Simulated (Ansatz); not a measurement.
Consider C$_{2}$H$_{5}$GeN (SMILES [CH]1=N[CH2][GeH2]1).

```yaml
atoms:
  - { symbol: C, position_ang: [-0.6960, 0.3907, -1.0747] }
  - { symbol: N, position_ang: [0.5486, 0.6636, -1.1316] }
  - { symbol: C, position_ang: [1.1325, 0.1538, 0.1216] }
  - { symbol: Ge, position_ang: [-0.6710, -0.4829, 0.6889] }
  - { symbol: H, position_ang: [-1.3755, 0.6599, -1.8836] }
  - { symbol: H, position_ang: [1.8936, -0.6036, -0.0748] }
  - { symbol: H, position_ang: [1.5870, 0.9579, 0.7032] }
  - { symbol: H, position_ang: [-0.9483, -1.9977, 0.7666] }
  - { symbol: H, position_ang: [-1.3823, 0.2119, 1.8674] }
```

Geometry: PBE0-D4/def2-TZVP.

These are results of RKS PBE0-D4/def2-TZVPP (Ansatz), not measurements.

Q: Predict the electron density and electron localisation function between the atoms.

A: C–N (1.28 Å): ρ at the midpoint is about 2.9 e/Å³; the ELF peaks at about 0.90 between the atoms: localised, covalent bonding.
C–Ge (1.97 Å): ρ is about 0.82 e/Å³ halfway; the ELF peaks at about 0.90 in the valence shell of C, 0.7 Å from its nucleus, and is about 0.65 at the midpoint.
C–H (1.09 Å): ρ is about 2.1 e/Å³ halfway; the ELF climbs to about 1 towards the hydrogen, as it does in any bond to H: an ordinary covalent bond to hydrogen.
C–N (1.47 Å): ρ is about 1.9 e/Å³ halfway; the ELF peaks at about 0.95 between the atoms: localised, covalent bonding.

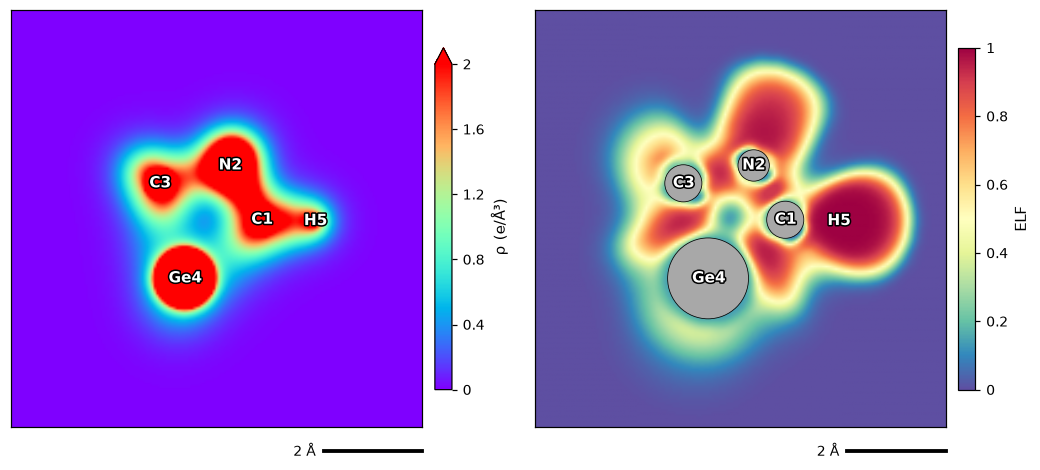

Computed electron density and electron localisation function on the plane of atoms Ge4, C1 and H5, in this order. Grey discs cover the atomic cores in the ELF map. 
